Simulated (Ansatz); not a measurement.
```tsv
atom	x (Å)	y (Å)	z (Å)
C	-1.7802	0.0673	0.9808
O	-0.6872	0.5071	0.2082
C	0.2462	-0.4513	-0.0686
F	-0.2753	-1.4147	-0.9184
Ge	1.7747	0.4245	-0.9749
H	-1.4408	-0.3580	1.9441
H	-2.3706	-0.6936	0.4450
H	-2.4141	0.9411	1.1799
H	0.5486	-0.9962	0.8509
H	2.4169	1.4453	-0.0203
H	2.8059	-0.6514	-1.3561
H	1.2526	1.1248	-2.2366
```

Theory: RKS PBE0/def2-SVP in Ansatz 0.2.0.

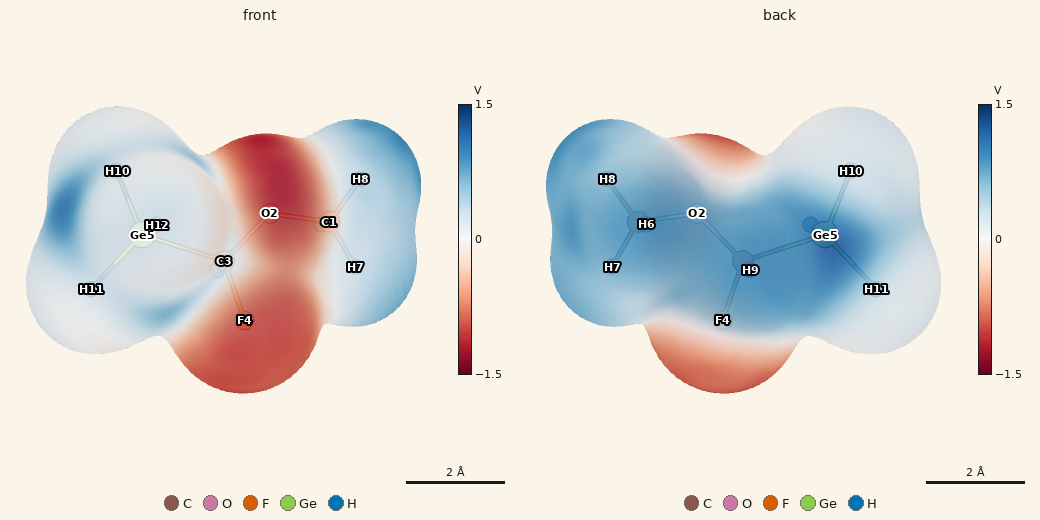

C2H7FGeO (SMILES CO[CH](F)[GeH3]). The electrostatic potential painted on the density surface at 0.002 e/bohr³, seen from the front and from behind; red is negative and blue positive.

Question: Which sites attract a positive test charge, and which a negative one?

Answer: A positive charge is drawn to the negative regions and a negative charge to the positive ones. The most negative region (about −1.2 V) lies over O2, the most positive (about +1.2 V) over Ge5. O2 is the likeliest acceptor of a hydrogen bond.
